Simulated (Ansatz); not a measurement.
Input

```
crystal:
  periodic: [false, false, false]
  atoms:
    - {symbol: C, position_ang: [-2.075963, 0.146952, 0.717033]}
    - {symbol: In, position_ang: [-0.546453, 0.332516, -0.757726]}
    - {symbol: P, position_ang: [1.935161, -0.406366, 0.172577]}
    - {symbol: Cl, position_ang: [-0.310018, -1.228590, -2.513616]}
    - {symbol: Cl, position_ang: [0.350767, 2.430066, -1.367097]}
    - {symbol: H, position_ang: [-3.032372, 0.418029, 0.269923]}
    - {symbol: H, position_ang: [-1.866274, 0.817074, 1.550089]}
    - {symbol: H, position_ang: [-2.124296, -0.883052, 1.069020]}
    - {symbol: H, position_ang: [2.616146, 0.288396, 1.193598]}
    - {symbol: H, position_ang: [2.867660, -0.245484, -0.868617]}
    - {symbol: H, position_ang: [2.251041, -1.726440, 0.555318]}
basis:
  gaussian: {orbitals: def2-TZVPP}
hamiltonian: {xc: pbe0, dispersion: d4}
output: {orbitals: {seedname: orbitals}}
```

Command:

```sh
ansatz run in.yaml --threads 8 --pin off --events-out ev --progress --plain --max-ram 18278MiB
```

Geometry: PBE0-D4/def2-TZVP; core potentials replace the inner electrons of In.

Method: RKS PBE0-D4/def2-TZVPP in Ansatz 0.2.0.

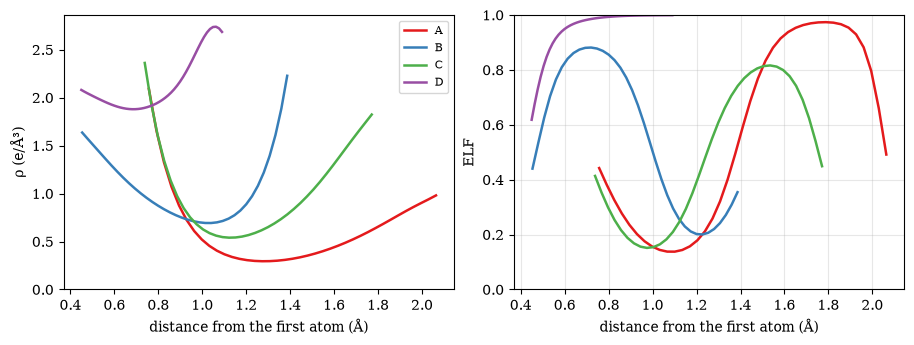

CH$_{6}$Cl$_{2}$InP. Electron density and ELF along straight lines between neighbouring atoms. The curves leave out the atomic cores.

Q: Which curve belongs to which contact (C–H, C–In, In–Cl and In–P)? The first atom named is at distance zero.

A: Curve A: In–P (2.75 Å): ρ at the midpoint is about 0.31 e/Å³; the ELF peaks at about 1 in the valence shell of P, 1.0 Å from its nucleus, and drops to about 0.15 between the two atoms. Curve B: C–In (2.13 Å): the density is about 0.7 e/Å³ at the midpoint; the ELF peaks at about 0.90 in the valence shell of C, 0.7 Å from its nucleus, and drops to about 0.20 between the two atoms. Curve C: In–Cl (2.36 Å): the density is about 0.55 e/Å³ at the midpoint; the ELF peaks at about 0.80 in the valence shell of Cl, 0.8 Å from its nucleus, and drops to about 0.15 between the two atoms. Curve D: C–H (1.09 Å): the density is about 2 e/Å³ at the midpoint; the ELF climbs to about 1 towards the hydrogen, as it does in any bond to H (a covalent bond by its length).
